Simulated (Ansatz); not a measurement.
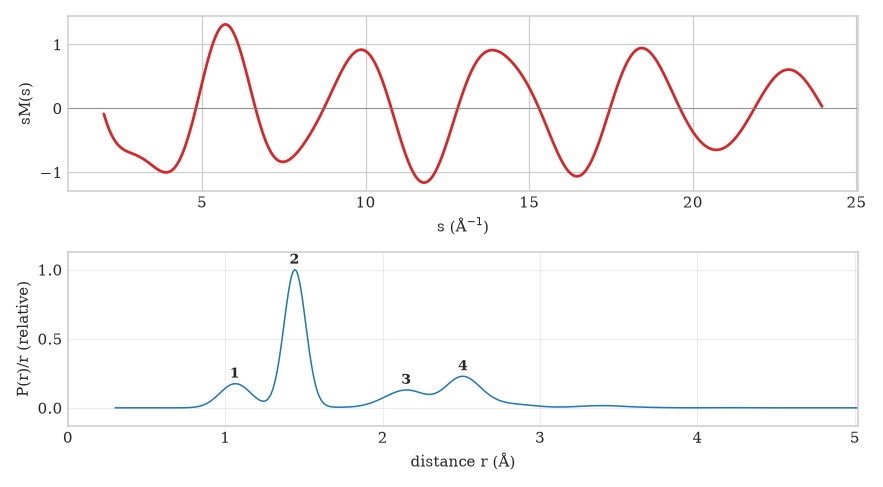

Simulated gas electron diffraction: reduced molecular intensity sM(s) from the Debye equation in the first Born approximation (top) and the radial distribution curve (bottom) of C2H5NO. Each pair of atoms contributes with weight ZᵢZⱼ/r; damping constant 0.001 Å²; vibrational amplitudes assumed, not computed: 0.05 Å for bonds, 0.078 Å for bonds to H, 0.06 + 0.015 r up to 0.15 Å for other pairs. The geometry is the end point of an optimisation (RKS B3LYP-D4/cc-pVDZ (Ansatz)); it may be a saddle point or a higher isomer.

Question: Read the positions of the numbered peaks and name the main pairs (– for bonds).

Answer: Peak 1, 1.06 Å: N–H 1.02 Å (×2), C–H 1.10 Å (×3), not resolved
Peak 2, 1.44 Å: N–C 1.42 Å, O–C 1.44–1.45 Å (×2), C–C 1.46 Å
Peak 3, 2.15 Å: C···H 2.01–2.23 Å (×5), N···H 2.10 Å, O···H 2.14–2.16 Å (×3), not resolved
Peak 4, 2.51 Å: O···N 2.49 Å, N···C 2.52 Å
